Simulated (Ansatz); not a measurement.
**C3H3BS: single points with varied inputs**

How do the results and run time of C3H3BS respond when the settings are drawn wide?

The runs use Ansatz 0.2.0, Gaussian basis; the settings change from run to run.

### Step 1. The relaxed structure

The geometry comes from an earlier relaxation with PBE0-D4 in a triple-zeta def2 set; it is a stationary point, not always the lowest conformer.

SMILES `BC=C=C=S`, 8 atoms, charge 0, spin multiplicity 1.

Atoms are counted from 1 here; the program's logs count them from 0.

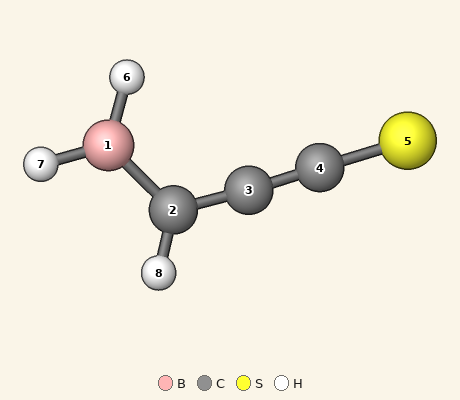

The geometry (boron pink, carbon grey, sulfur yellow, hydrogen white); atoms are numbered from 1 in the order of the file.

### Step 2. PBE/def2-SVPD

Contents of in.yaml:

```yaml
crystal:
  periodic: [false, false, false]
  atoms:
    - {symbol: B, position_ang: [-0.094862, 0.193073, 1.563753]}
    - {symbol: C, position_ang: [0.470391, -0.542951, 0.321014]}
    - {symbol: C, position_ang: [0.121902, -0.181210, -0.906527]}
    - {symbol: C, position_ang: [-0.250714, 0.213198, -2.053000]}
    - {symbol: S, position_ang: [-0.699295, 0.686084, -3.475497]}
    - {symbol: H, position_ang: [-0.855507, 1.098056, 1.406591]}
    - {symbol: H, position_ang: [0.232001, -0.147680, 2.661348]}
    - {symbol: H, position_ang: [1.168284, -1.375769, 0.426419]}
basis:
  gaussian: {orbitals: def2-SVPD}
hamiltonian: {xc: {name: PBE}}
output: {forces: true}
```

The run is started by

```sh
> ansatz run in.yaml --threads 2 --pin off --events-out ev --progress --plain --max-ram 4352MiB
```

Output:

```text
Functional definition: PBE
  name "PBE"
  cite "Perdew, Burke & Ernzerhof, Phys. Rev. Lett. 77, 3865 (1996) doi:10.1103/PhysRevLett.77.3865"
  parent pbe
  parameter kappa = 0.804
  parameter beta = 0.06672455060314922
  exchange = pbe_x(kappa = kappa, mu = beta*pi^2/3)
  correlation = pbe_c(beta = beta)
1128 factors; their error is unknown
mean field evaluation 1: about -14637.2446 eV, gradient 7.1e1 eV
mean field evaluation 2: about -14452.6968 eV, gradient 2.2e2 eV
mean field evaluation 4: about -14642.5285 eV, gradient 5.9e1 eV
mean field evaluation 8: about -14652.6272 eV, gradient 2.5e-1 eV
mean field evaluation 16: about -14652.5876 eV, gradient 7.2e-4 eV
mean field -14652.58757115 eV, -538.4726613592 hartree, gradient 7.1e-5 eV, S^2 0.000000; 1 other end points of the search recorded, 0 dependent functions left out
the calculation of the forces begins
reference -14652.58762915 eV, -538.4726634907 hartree; 21, 21 occupied and 110, 110 virtual orbitals, 1128 factors
Total energy: -14652.58762915 eV, -538.4726634907 hartree
Atom 0 at    -0.094862     0.193073     1.563753 Å, force     0.078997    -0.097969    -0.064509 eV/Å
Atom 1 at     0.470391    -0.542951     0.321014 Å, force     0.030752    -0.000251     0.797013 eV/Å
Atom 2 at     0.121902    -0.181210    -0.906527 Å, force     0.095870    -0.110146     0.111215 eV/Å
Atom 3 at    -0.250714     0.213198    -2.053000 Å, force    -0.062352     0.066756    -0.180870 eV/Å
Atom 4 at    -0.699295     0.686084    -3.475497 Å, force    -0.348771     0.367757    -1.102606 eV/Å
Atom 5 at    -0.855507     1.098056     1.406591 Å, force    -0.271411     0.323399    -0.046310 eV/Å
Atom 6 at     0.232001    -0.147680     2.661348 Å, force     0.108741    -0.111987     0.392160 eV/Å
Atom 7 at     1.168284    -1.375769     0.426419 Å, force     0.368175    -0.437559     0.093906 eV/Å
Dipole moment:     0.118169    -0.137580     0.092824 e Å
```

Wall time 2 s (2 threads of Arm Neoverse V2, shared host).

Largest force 1.214 eV/Å, dipole 0.98 D.

### Step 3. CAM-B3LYP/6-31++G**

Set apart from the defaults: D3(BJ) dispersion.

in.yaml, as its differences from that of step 2:

```diff
@@ -12,4 +12,4 @@
 basis:
-  gaussian: {orbitals: def2-SVPD}
-hamiltonian: {xc: {name: PBE}}
+  gaussian: {orbitals: "6-31++G**"}
+hamiltonian: {xc: {name: CAM-B3LYP}, dispersion: d3bj}
 output: {forces: true}
```

Same command.

Output, shortened:

```text
Functional definition: CAM-B3LYP
  name "CAM-B3LYP"
  cite "Yanai, Tew & Handy, Chem. Phys. Lett. 393, 51 (2004) doi:10.1016/j.cplett.2004.06.011"
  cite "Iikura, Tsuneda, Yanai & Hirao, J. Chem. Phys. 115, 3540 (2001) doi:10.1063/1.1383587"
  cite "Becke, Phys. Rev. A 38, 3098 (1988) doi:10.1103/PhysRevA.38.3098"
  cite "Lee, Yang & Parr, Phys. Rev. B 37, 785 (1988) doi:10.1103/PhysRevB.37.785"
  cite "Vosko, Wilk & Nusair, Can. J. Phys. 58, 1200 (1980) doi:10.1139/p80-159"
[...]
  # Exact exchange under (alpha + beta erf(omega r))/r, Becke's under what is left of 1/r.
[...]
1034 factors; integrals over basis functions are off by at most 1.0e-3 eV
339 factors; integrals over basis functions are off by at most 2.2e-5 eV
[...]
a density is far from that of the atoms, so the factors are made again for it
1069 factors; integrals over basis functions are off by at most 9.6e-4 eV
[...]
reference -14665.87730783 eV, -538.9610501742 hartree; 21, 21 occupied and 96, 96 virtual orbitals, 1069 factors
Total energy: -14666.01449982 eV, -538.9660918868 hartree
Atom 0 at    -0.094862     0.193073     1.563753 Å, force    -0.049834     0.065457     0.125124 eV/Å
Atom 1 at     0.470391    -0.542951     0.321014 Å, force     0.078719    -0.093513     0.018994 eV/Å
Atom 2 at     0.121902    -0.181210    -0.906527 Å, force     0.053779    -0.053744     0.241435 eV/Å
Atom 3 at    -0.250714     0.213198    -2.053000 Å, force     0.014585    -0.018244    -0.020767 eV/Å
Atom 4 at    -0.699295     0.686084    -3.475497 Å, force    -0.107647     0.114055    -0.327876 eV/Å
Atom 5 at    -0.855507     1.098056     1.406591 Å, force     0.027865    -0.032578     0.015885 eV/Å
Atom 6 at     0.232001    -0.147680     2.661348 Å, force    -0.021073     0.023211    -0.044541 eV/Å
Atom 7 at     1.168284    -1.375769     0.426419 Å, force     0.003605    -0.004643    -0.008253 eV/Å
Dipole moment:     0.128942    -0.145719     0.196624 e Å
```

Run time: 4.3 s. Hardware: 2 threads of Arm Neoverse V2, shared host.

Largest force 0.363 eV/Å, dipole 1.33 D.

### Step 4. revPBE0/def2-TZVPD

in.yaml, as its differences from that of step 3:

```diff
@@ -12,4 +12,3 @@
 basis:
-  gaussian: {orbitals: "6-31++G**"}
-hamiltonian: {xc: {name: CAM-B3LYP}, dispersion: d3bj}
-output: {forces: true}
+  gaussian: {orbitals: def2-TZVPD}
+hamiltonian: {xc: {name: revPBE0}}
```

Launched as before.

Output, shortened:

```text
Functional definition: revPBE0
  name "revPBE0"
  cite "Zhang & Yang, Phys. Rev. Lett. 80, 890 (1998) doi:10.1103/PhysRevLett.80.890"
  cite "Adamo & Barone, J. Chem. Phys. 110, 6158 (1999) doi:10.1063/1.478522"
  cite "Perdew, Burke & Ernzerhof, Phys. Rev. Lett. 77, 3865 (1996) doi:10.1103/PhysRevLett.77.3865"
[...]
1155 factors; their error is unknown
[...]
mean field -14666.61386223 eV, -538.9881180489 hartree, gradient 5.3e-5 eV, S^2 0.000000; 0 other end points of the search recorded, 0 dependent functions left out
reference -14666.61392132 eV, -538.9881202207 hartree; 21, 21 occupied and 200, 200 virtual orbitals, 1155 factors
Total energy: -14666.61392132 eV, -538.9881202207 hartree
```

Run time: 3.4 s. Hardware: 2 threads of Arm Neoverse V2, shared host; peak memory 0.37 GiB.

### Step 5. RPA/aug-cc-pVTZ

This run has atoms shaken by 0.15 Å, correlated electrons set to all.

Contents of in.yaml:

```yaml
crystal:
  periodic: [false, false, false]
  atoms:
    - {symbol: B, position_ang: [-0.272969, -0.005203, 1.720945]}
    - {symbol: C, position_ang: [0.531810, -0.762834, 0.600752]}
    - {symbol: C, position_ang: [0.062453, -0.073695, -0.990514]}
    - {symbol: C, position_ang: [-0.285497, 0.432179, -2.236777]}
    - {symbol: S, position_ang: [-1.023685, 0.739357, -3.561637]}
    - {symbol: H, position_ang: [-0.946788, 1.075699, 1.345336]}
    - {symbol: H, position_ang: [0.120323, -0.156017, 2.636571]}
    - {symbol: H, position_ang: [1.318436, -1.426526, 0.856306]}
basis:
  gaussian: {orbitals: aug-cc-pVTZ}
hamiltonian: {xc: {name: HF}}
correlation: {method: rpa, electrons: all}
```

The command is unchanged.

Output:

```text
Functional definition: HF
  name "HF"
  cite "Fock, Z. Phys. 61, 126 (1930) doi:10.1007/BF01340294"
  parent pbe
  exchange = exact_x
  correlation = 0
1755 factors; integrals over basis functions are off by at most 8.2e-4 eV
mean field evaluation 1: about -14617.7906 eV, gradient 2.7e1 eV
mean field evaluation 2: about -14617.9730 eV, gradient 2.7e1 eV
mean field evaluation 4: about -14620.9874 eV, gradient 6.6e0 eV
mean field evaluation 8: about -14621.1768 eV, gradient 9.2e-1 eV
mean field evaluation 16: about -14621.1834 eV, gradient 1.6e-6 eV
mean field evaluation 32: about -14620.4497 eV, gradient 1.3e1 eV
mean field -14621.18338978 eV, -537.3185789804 hartree, gradient 2.4e-6 eV, S^2 0.000000; 6 other end points of the search recorded, 0 dependent functions left out; unrestricted orbitals would lower it
mean field evaluation 64: about -14623.0025 eV, gradient 1.1e0 eV
unrestricted determinant -14623.05370232 eV, -537.3873116986 hartree, S^2 1.6962
reference -14621.18338978 eV, -537.3185789804 hartree; 21, 21 occupied and 282, 282 virtual orbitals, 1755 factors
Total energy: -14649.10632020 eV, -538.3447277464 hartree
```

It took 36 s on 2 threads of Arm Neoverse V2, shared host; peak memory 1.1 GiB.

### Step 6. PBE0/aug-pcseg-2

Set apart from the defaults: charge +1, multiplicity 2, D3(BJ) dispersion, high accuracy.

Contents of in.yaml:

```yaml
crystal:
  periodic: [false, false, false]
  atoms:
    - {symbol: B, position_ang: [-0.094862, 0.193073, 1.563753]}
    - {symbol: C, position_ang: [0.470391, -0.542951, 0.321014]}
    - {symbol: C, position_ang: [0.121902, -0.181210, -0.906527]}
    - {symbol: C, position_ang: [-0.250714, 0.213198, -2.053000]}
    - {symbol: S, position_ang: [-0.699295, 0.686084, -3.475497]}
    - {symbol: H, position_ang: [-0.855507, 1.098056, 1.406591]}
    - {symbol: H, position_ang: [0.232001, -0.147680, 2.661348]}
    - {symbol: H, position_ang: [1.168284, -1.375769, 0.426419]}
basis:
  gaussian: {orbitals: aug-pcseg-2}
total_charge: 1
magnetization: {spin_polarized: true, initial_magnetization: 1}
hamiltonian: {xc: {name: PBE0}, dispersion: d3bj}
accuracy: high
```

The command is unchanged.

Output, shortened:

```text
Functional definition: PBE0
  name "PBE0"
  cite "Adamo & Barone, J. Chem. Phys. 110, 6158 (1999) doi:10.1063/1.478522"
  cite "Perdew, Burke & Ernzerhof, Phys. Rev. Lett. 77, 3865 (1996) doi:10.1103/PhysRevLett.77.3865"
  parent pbe
[...]
4375 factors; integrals over basis functions are off by at most 3.9e-9 eV
[...]
mean field -14653.04573264 eV, -538.4894984835 hartree, gradient 7.8e-8 eV, S^2 0.793772; 2 other end points of the search recorded, 0 dependent functions left out
reference -14653.04573843 eV, -538.4894986963 hartree; 21, 20 occupied and 282, 283 virtual orbitals, 4375 factors
Total energy: -14653.19283072 eV, -538.4949042382 hartree
```

Run time: 58 s. Hardware: 2 threads of Arm Neoverse V2, shared host; peak memory 2.4 GiB.

⟨S²⟩ 0.794.

### Step 7. r2SCAN0/def2-TZVPD

Options: D4 dispersion.

in.yaml, as its differences from that of step 6:

```diff
@@ -12,6 +12,4 @@
 basis:
-  gaussian: {orbitals: aug-pcseg-2}
-total_charge: 1
-magnetization: {spin_polarized: true, initial_magnetization: 1}
-hamiltonian: {xc: {name: PBE0}, dispersion: d3bj}
-accuracy: high
+  gaussian: {orbitals: def2-TZVPD}
+hamiltonian: {xc: {name: r2SCAN0}, dispersion: d4}
+output: {forces: true}
```

Same command.

Output, shortened:

```text
Functional definition: r2SCAN0
  name "r2SCAN0"
  cite "Bursch, Neugebauer, Ehlert & Grimme, J. Chem. Phys. 156, 134105 (2022) doi:10.1063/5.0086040"
  cite "Furness, Kaplan, Ning, Perdew & Sun, J. Phys. Chem. Lett. 11, 8208 (2020) doi:10.1021/acs.jpclett.0c02405"
  cite "Furness, Kaplan, Ning, Perdew & Sun, J. Phys. Chem. Lett. 11, 9248 (2020) doi:10.1021/acs.jpclett.0c03077"
  parent r2scan
[...]
1155 factors; their error is unknown
[...]
mean field -14666.24007855 eV, -538.9743817523 hartree, gradient 3.8e-5 eV, S^2 0.000000; 0 other end points of the search recorded, 0 dependent functions left out
[...]
reference -14666.24009597 eV, -538.9743823923 hartree; 21, 21 occupied and 200, 200 virtual orbitals, 1155 factors
Total energy: -14666.28843181 eV, -538.9761587018 hartree
Atom 0 at    -0.094862     0.193073     1.563753 Å, force    -0.037314     0.047778     0.068067 eV/Å
Atom 1 at     0.470391    -0.542951     0.321014 Å, force     0.010568    -0.021326    -0.188895 eV/Å
Atom 2 at     0.121902    -0.181210    -0.906527 Å, force    -0.025828     0.027504    -0.070042 eV/Å
Atom 3 at    -0.250714     0.213198    -2.053000 Å, force     0.033005    -0.034759     0.100193 eV/Å
Atom 4 at    -0.699295     0.686084    -3.475497 Å, force     0.068526    -0.072178     0.219762 eV/Å
Atom 5 at    -0.855507     1.098056     1.406591 Å, force     0.077767    -0.092793     0.008735 eV/Å
Atom 6 at     0.232001    -0.147680     2.661348 Å, force    -0.029116     0.029799    -0.111021 eV/Å
Atom 7 at     1.168284    -1.375769     0.426419 Å, force    -0.097608     0.115976    -0.026800 eV/Å
Dipole moment:     0.124653    -0.141770     0.170718 e Å
```

Wall time 8 s (2 threads of Arm Neoverse V2, shared host); peak memory 0.55 GiB.

Largest force 0.241 eV/Å, dipole 1.22 D.

### Step 8. revPBE/pcseg-2

Options: atoms shaken by 0.15 Å, density fitting with cc-pVTZ-jkfit, D3(BJ) dispersion.

Contents of in.yaml:

```yaml
crystal:
  periodic: [false, false, false]
  atoms:
    - {symbol: B, position_ang: [0.073656, 0.209547, 1.653840]}
    - {symbol: C, position_ang: [0.659767, -0.455472, 0.567135]}
    - {symbol: C, position_ang: [0.003480, -0.214947, -0.909712]}
    - {symbol: C, position_ang: [-0.505308, 0.385513, -2.099987]}
    - {symbol: S, position_ang: [-0.628764, 0.738124, -3.470672]}
    - {symbol: H, position_ang: [-1.140200, 1.107418, 1.554744]}
    - {symbol: H, position_ang: [0.286598, -0.090235, 2.691747]}
    - {symbol: H, position_ang: [1.279772, -1.702954, 0.537234]}
basis:
  gaussian: {orbitals: pcseg-2, fitting: {mean_field: cc-pVTZ-jkfit}}
hamiltonian: {xc: {name: revPBE}, dispersion: d3bj}
```

Launched as before.

Output:

```text
Functional definition: revPBE
  name "revPBE"
  cite "Zhang & Yang, Phys. Rev. Lett. 80, 890 (1998) doi:10.1103/PhysRevLett.80.890"
  cite "Perdew, Burke & Ernzerhof, Phys. Rev. Lett. 77, 3865 (1996) doi:10.1103/PhysRevLett.77.3865"
  parameter kappa = 1.245
  parameter beta = 0.06672455060314922
  exchange = pbe_x(kappa = kappa, mu = beta*pi^2/3)
  correlation = pbe_c(beta = beta)
527 factors; integrals over basis functions are off by at most 9.2e-1 eV
mean field evaluation 1: about -14642.7396 eV, gradient 8.0e1 eV
mean field evaluation 2: about -14399.9905 eV, gradient 2.5e2 eV
mean field evaluation 4: about -14645.3635 eV, gradient 7.7e1 eV
mean field evaluation 8: about -14662.7736 eV, gradient 9.9e-1 eV
mean field evaluation 16: about -14662.7750 eV, gradient 1.9e-4 eV
mean field -14662.77496654 eV, -538.8470412347 hartree, gradient 1.6e-5 eV, S^2 0.000000; 1 other end points of the search recorded, 0 dependent functions left out
reference -14662.77503010 eV, -538.8470435702 hartree; 21, 21 occupied and 175, 175 virtual orbitals, 527 factors
Total energy: -14663.21569851 eV, -538.8632378358 hartree
```

Wall time 2 s (2 threads of Arm Neoverse V2, shared host).

### Step 9. wB97X-V/6-31G

Set apart from the defaults: coordinates scaled by 1.05, finite nuclei.

Contents of in.yaml:

```yaml
crystal:
  periodic: [false, false, false]
  atoms:
    - {symbol: B, position_ang: [-0.099606, 0.202727, 1.641940]}
    - {symbol: C, position_ang: [0.493910, -0.570099, 0.337065]}
    - {symbol: C, position_ang: [0.127997, -0.190270, -0.951853]}
    - {symbol: C, position_ang: [-0.263249, 0.223857, -2.155650]}
    - {symbol: S, position_ang: [-0.734260, 0.720389, -3.649272]}
    - {symbol: H, position_ang: [-0.898283, 1.152959, 1.476921]}
    - {symbol: H, position_ang: [0.243601, -0.155064, 2.794415]}
    - {symbol: H, position_ang: [1.226698, -1.444557, 0.447740]}
basis:
  gaussian: {orbitals: 6-31G, nuclear_model: gaussian}
hamiltonian: {xc: {name: wB97X-V}}
output: {forces: true}
```

Launched as before.

Output, shortened:

```text
Functional definition: wB97X-V
  name "wB97X-V"
  cite "Mardirossian & Head-Gordon, Phys. Chem. Chem. Phys. 16, 9904 (2014) doi:10.1039/C3CP54374A"
  cite "Becke, J. Chem. Phys. 107, 8554 (1997) doi:10.1063/1.475007"
  cite "Vydrov & Van Voorhis, J. Chem. Phys. 133, 244103 (2010) doi:10.1063/1.3521275"
[...]
      + integral(e_c_pw_opposite_spin*poly(b97_u_opposite, cos0, cos1)) + vv10(b, c)
743 factors; integrals over basis functions are off by at most 2.6e-4 eV
239 factors; integrals over basis functions are off by at most 3.6e-6 eV
[...]
mean field -14662.63012715 eV, -538.8417184852 hartree, gradient 4.9e-5 eV, S^2 0.000000; 0 other end points of the search recorded, 0 dependent functions left out
[...]
reference -14662.63012562 eV, -538.8417184290 hartree; 21, 21 occupied and 34, 34 virtual orbitals, 743 factors
Total energy: -14662.63012562 eV, -538.8417184290 hartree
Atom 0 at    -0.099606     0.202727     1.641940 Å, force     0.063377    -0.087171    -0.236447 eV/Å
Atom 1 at     0.493910    -0.570099     0.337065 Å, force    -0.351079     0.349156    -1.580507 eV/Å
Atom 2 at     0.127997    -0.190270    -0.951853 Å, force    -0.257984     0.288746    -0.445582 eV/Å
Atom 3 at    -0.263249     0.223857    -2.155650 Å, force     0.812928    -0.858704     2.536255 eV/Å
Atom 4 at    -0.734260     0.720389    -3.649272 Å, force     0.306621    -0.324069     0.954697 eV/Å
Atom 5 at    -0.898283     1.152959     1.476921 Å, force     0.802293    -0.955373     0.145696 eV/Å
Atom 6 at     0.243601    -0.155064     2.794415 Å, force    -0.327788     0.338050    -1.178712 eV/Å
Atom 7 at     1.226698    -1.444557     0.447740 Å, force    -1.048368     1.249367    -0.195400 eV/Å
Dipole moment:     0.171883    -0.188180     0.393232 e Å
```

Wall time 4.5 s (2 threads of Arm Neoverse V2, shared host).

Largest force 2.798 eV/Å, dipole 2.25 D.

### Step 10. All runs side by side

```tsv
level	charge	multiplicity	geometry	functions	energy (eV)	time
PBE/def2-SVPD	0	1	relaxed	131	-14652.588	2 s
CAM-B3LYP/6-31++G**	0	1	relaxed	117	-14666.014	4.3 s
revPBE0/def2-TZVPD	0	1	relaxed	221	-14666.614	3.4 s
RPA/aug-cc-pVTZ	0	1	shaken	303	-14649.106	36 s
PBE0/aug-pcseg-2	1	2	relaxed	303	-14653.193	58 s
r2SCAN0/def2-TZVPD	0	1	relaxed	221	-14666.288	8 s
revPBE/pcseg-2	0	1	shaken	196	-14663.216	2 s
wB97X-V/6-31G	0	1	scaled	55	-14662.630	4.5 s
```

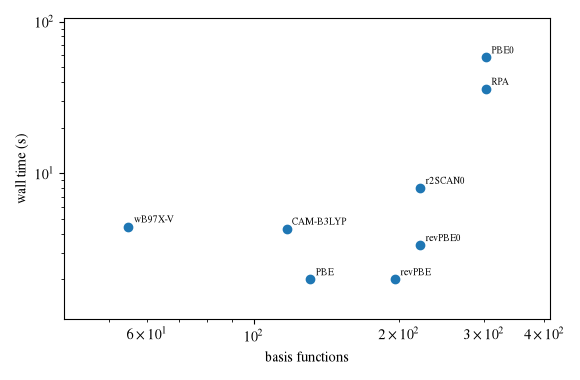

Wall time against the number of basis functions (shared host).

### Step 11. Results

| quantity | value |
| --- | --- |
| runs | 8 |
| quickest | PBE/def2-SVPD, 2 s |
| slowest | PBE0/aug-pcseg-2, 58 s |
| spread of total energies, same state and geometry | 14.0 eV |
| dipole, same state and geometry | 0.98 to 1.33 D |

In words: PBE0/aug-pcseg-2 took 29 times as long as PBE/def2-SVPD. The jobs differ in tasks and options as well as level. Total energies at one charge and spin differ by 14 eV between levels, so only differences within one level mean anything. At the PBE0-D4/def2-TZVP geometry and in the same state, runs without warnings or point charges leave forces up to 1.21 eV/Å (PBE/def2-SVPD), against 2.8 eV/Å where the atoms were moved. At that geometry and state the dipole changes by 36 % between the lowest and highest value.
